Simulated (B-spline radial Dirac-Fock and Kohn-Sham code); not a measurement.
# An X-ray data sheet for Pt⁶⁺, step by step

Aim: for the Pt⁶⁺ ion, compute how cheaper methods do for the levels.

The numbers are computed with B-spline radial Dirac-Fock and Kohn-Sham code (version 2): a free atom or ion on a radial basis; each step names its model.

### Step 1. The atom as given

Pt⁶⁺ in the configuration [Xe] 4f14 5d4.

```
nuclear charge     : 78
electrons          : 72
mass number        : 195
nuclear rms radius : 5.427 fm
```

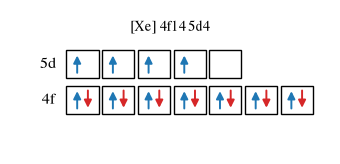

The shells outside the core; arrows follow Hund's rule for the drawing alone (heavy ions are jj-coupled), while the calculation averages over the configuration.

### Step 2. Dirac LDA, for comparison

Model: Dirac-Kohn-Sham LDA (Slater exchange, VWN correlation), finite nucleus, spherical and without spin polarisation.

The run's settings:

```ini
task = binding-ladder
Z = 78
charge = 6
configuration = 1s2 2s2 2p6 3s2 3p6 3d10 4s2 4p6 4d10 4f14 5s2 5p6 5d4
mass_number = 195
rms_radius = 5.427  # fm
method = lda,vwn
relativity = dirac
```

The program writes no log. Results of the run, from its result record (rounded, main fields):

```text
{
  "status": "converged",
  "shells": ["K", "L1", "L2", "L3", "M1", "M2", "M3", "M4", "M5", "N1", "N2", "N3", "N4", "N5", "N6", "N7", "O1", "O2", "O3", "O4,5"],
  "minus_eigenvalue [eV]": [78296.7, 13819.1, 13256.9, 11529.9, 3312.07, 3058.12, 2678.54, 2252.5, 2170.6, 779.168, 671.255, 580.571, 403.038, 386.16, 158.932, 155.453, 186.597, 151.168, 134.94, 83.5491],
  "delta_scf [eV]": [78897.1, 13932.6, 13402.7, 11653.3, 3347.4, 3096.0, 2712.81, 2293.29, 2210.07, 796.985, 689.001, 597.527, 419.75, 402.639, 174.734, 171.13, 197.234, 161.303, 144.504, 91.6958],
  "total_energy [Ha]": -18423.6232,
  "dirac_fock_binding [eV]": [78491.7, 13989.1, 13374.9, 11665.6, 3405.26, 3132.48, 2752.38, 2304.0, 2223.59, 831.731, 715.59, 624.717, 434.347, 417.464, 172.569, 169.254, 202.552, 161.699, 145.516, 90.1626]
}
```

Beside the Dirac-Fock ΔSCF result with Breit and QED, in eV:

```csv
level,-ε,miss,ΔSCF,miss,Dirac-Fock
K,78296.7,-194.9,78897.1,+405.5,78491.7
L1,13819.1,-170.0,13932.6,-56.5,13989.1
L2,13256.9,-118.1,13402.7,+27.8,13374.9
L3,11529.9,-135.7,11653.3,-12.3,11665.6
M1,3312.1,-93.2,3347.4,-57.9,3405.3
M2,3058.1,-74.4,3096.0,-36.5,3132.5
M3,2678.5,-73.8,2712.8,-39.6,2752.4
M4,2252.5,-51.5,2293.3,-10.7,2304.0
M5,2170.6,-53.0,2210.1,-13.5,2223.6
N1,779.2,-52.6,797.0,-34.7,831.7
N2,671.3,-44.3,689.0,-26.6,715.6
N3,580.6,-44.1,597.5,-27.2,624.7
N4,403.0,-31.3,419.7,-14.6,434.3
N5,386.2,-31.3,402.6,-14.8,417.5
N6,158.9,-13.6,174.7,+2.2,172.6
N7,155.5,-13.8,171.1,+1.9,169.3
O1,186.6,-16.0,197.2,-5.3,202.6
O2,151.2,-10.5,161.3,-0.4,161.7
O3,134.9,-10.6,144.5,-1.0,145.5
"O4,5",83.55,-6.6,91.70,+1.5,90.16
```

### Step 3. non-relativistic HF, for comparison

Model: non-relativistic Hartree-Fock, average of configuration, point nucleus.

Settings, as recorded:

```ini
task = binding-ladder
method = hf
relativity = nr
```

The program writes no log. Results of the run, from its result record (rounded, main fields):

```text
{
  "status": "converged",
  "shells": ["1s", "2s", "2p", "3s", "3p", "3d", "4s", "4p", "4d", "4f", "5s", "5p", "5d"],
  "minus_eigenvalue [eV]": [71821.3, 12171.4, 11681.6, 2963.05, 2732.3, 2307.45, 723.23, 622.692, 438.954, 192.526, 181.758, 145.978, 92.6964],
  "delta_scf [eV]": [71743.4, 12124.1, 11630.6, 2937.65, 2705.96, 2278.26, 714.387, 613.985, 430.378, 184.285, 180.394, 144.795, 91.9774],
  "total_energy [Ha]": -17322.3315
}
```

### Step 4. Cost and miss of the cheaper method

| method | level | eigenvalue miss (%) | ΔSCF miss (%) | time |
| --- | --- | --- | --- | --- |
| Dirac LDA | K | -0.25 | +0.52 | 12 s |

Times cover the ground state and all hole states of a step, on one thread of a shared host; states solved in an earlier step are reused, and a first call can include compiling.

### Step 5. Outcome

```
                               quantity                 value
        Dirac LDA, K: eigenvalue / ΔSCF  78296.7 / 78897.1 eV
non-relativistic HF: deepest eigenvalue           -71821.3 eV
```

In words: Dirac LDA misses the K level by -0.2 % with its eigenvalue and by +0.5 % with ΔSCF. Breit and QED terms, which only the reference holds, shift this level by tenths of a per cent, so the eigenvalue's nearness can be cancellation. The Hartree-Fock and Dirac-Fock values hold no electron correlation.
